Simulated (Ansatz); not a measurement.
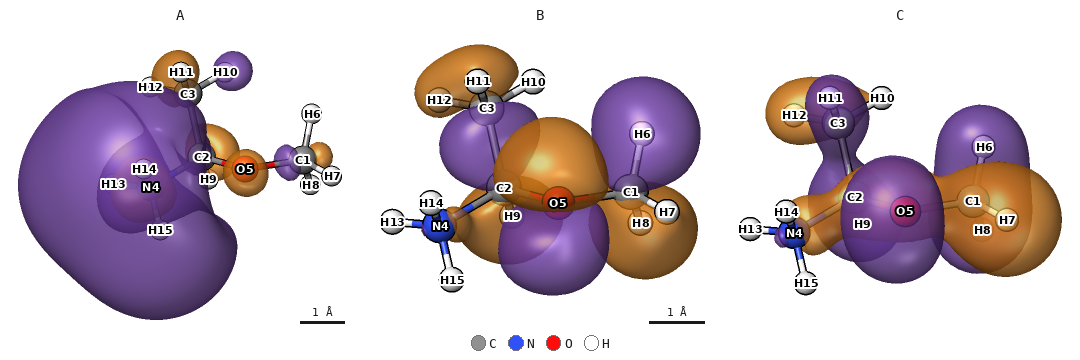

Figure 1: C$_{3}$H$_{10}$NO (charge +1). Three frontier orbitals at ±0.06 Å⁻³ᐟ² (orange and purple are the two phases), in no order.

Geometry: r2SCAN-D4/def2-SVP.

Level of theory: isolated molecule in a Gaussian basis; Kohn-Sham density functional theory, functional PBE0 in Ansatz.

Input file:

```
crystal:
  periodic: [false, false, false]
  atoms:
    - {symbol: C, position_ang: [1.166242, -0.877059, 2.754103]}
    - {symbol: C, position_ang: [0.147881, -0.011801, 0.789303]}
    - {symbol: C, position_ang: [-1.105778, -0.834600, 0.599724]}
    - {symbol: N, position_ang: [0.711155, 0.381856, -0.572844]}
    - {symbol: O, position_ang: [1.221579, -0.675528, 1.338756]}
    - {symbol: H, position_ang: [0.360096, -1.576029, 3.028725]}
    - {symbol: H, position_ang: [2.130823, -1.312320, 3.038200]}
    - {symbol: H, position_ang: [1.026604, 0.083486, 3.279481]}
    - {symbol: H, position_ang: [-0.067006, 0.946858, 1.307363]}
    - {symbol: H, position_ang: [-1.511314, -1.098810, 1.586677]}
    - {symbol: H, position_ang: [-0.881959, -1.771107, 0.065074]}
    - {symbol: H, position_ang: [-1.891244, -0.274320, 0.069597]}
    - {symbol: H, position_ang: [0.050881, 0.925249, -1.143791]}
    - {symbol: H, position_ang: [0.966420, -0.475356, -1.086142]}
    - {symbol: H, position_ang: [1.578079, 0.923121, -0.444475]}
basis:
  gaussian:
    orbitals: def2-SVPD
hamiltonian:
  xc: {name: PBE0}
output: {forces: true, orbitals: {seedname: orbitals}}
total_charge: 1
```

Run with:

```sh
ansatz run input.yaml --threads 2 --pin off --max-ram 4350MiB --events-out events.jsonl --progress --plain --runs-dir runs
```

Which picture is the HOMO−1, the HOMO and the LUMO?

C is the HOMO−1 (−14.19 eV). By Hirshfeld shares it lies mainly on O5 (about 40 %), C1 (about 25 %), H7 (about 10 %), C2 (about 5 %) and H8 (about 5 %). B is the HOMO (−12.65 eV). Its weight (Hirshfeld) is mainly on O5 (about 55 %), C1 (about 15 %), C2 (about 5 %) and H6 (about 5 %). A is the LUMO (−4.63 eV). Its weight (Hirshfeld) is mainly on H13 (about 25 %), H15 (about 20 %), N4 (about 15 %) and H14 (about 15 %).

What is the HOMO–LUMO gap?

8.02 eV between the orbital energies.
